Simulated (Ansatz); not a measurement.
Consider EuClF (P4/nmm).

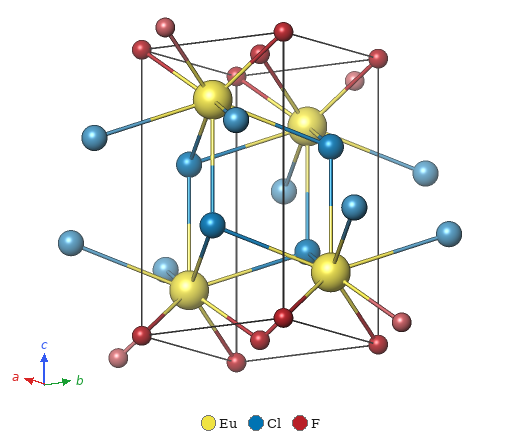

The structure (europium yellow, chlorine blue, fluorine red). Some periodic images of atoms are drawn too.

```yaml
crystal:
  lattice:
    - [4.08367, 0.00000, 0.00000]
    - [0.00000, 4.08367, 0.00000]
    - [0.00000, 0.00000, 6.97853]
  atoms:
    - { symbol: Eu, position: [0.00000, 0.50000, 0.79402] }
    - { symbol: Eu, position: [0.50000, 0.00000, 0.20598] }
    - { symbol: Cl, position: [0.00000, 0.50000, 0.35500] }
    - { symbol: Cl, position: [0.50000, 0.00000, 0.64500] }
    - { symbol: F, position: [0.00000, 0.00000, 0.00000] }
    - { symbol: F, position: [0.50000, 0.50000, 0.00000] }
```

The cell and positions are those that the Materials Project relaxed with its own functionals (PBE, PBE+U or r2SCAN), kept fixed. Spin-orbit coupling is left out unless a run names it. PAW set soft_2, made with PBE.

A constrained-RPA run (Ansatz 0.2.0; non-magnetic LDA; Eu f, bands v7 to c7, 4×4×2 mesh, medium accuracy) builds 14 functions on bands 0.60 eV wide, with 14.0 electrons in the window. The bare on-site interaction is 27.6 eV and the bare J 0.74 eV.

What U and J survive the screening?

On the Eu f shell, U = 6.49 eV (23 % of the bare value), U′ = 5.24 eV, J = 0.58 eV.

The parent state is non-magnetic and the interaction static (zero frequency); U depends on the window and the orbitals, so it belongs to this model alone.

[Paths, hosts, dates, memory and timing lines, banners, echoed tables and standing remarks are left out of the program output.]

[Logs are printed without paths, hosts, clocks, repeated set-up lines and the standing remarks that a program may print on its own settings, such as how far it seeks lower states.]

[Runs of the session that timed out or met a known fault of the program may be left out.]

[Hosts, paths, dates, database ids (printed as entryN), source tags and the programs' standing remarks are cut or masked in the printed files.]
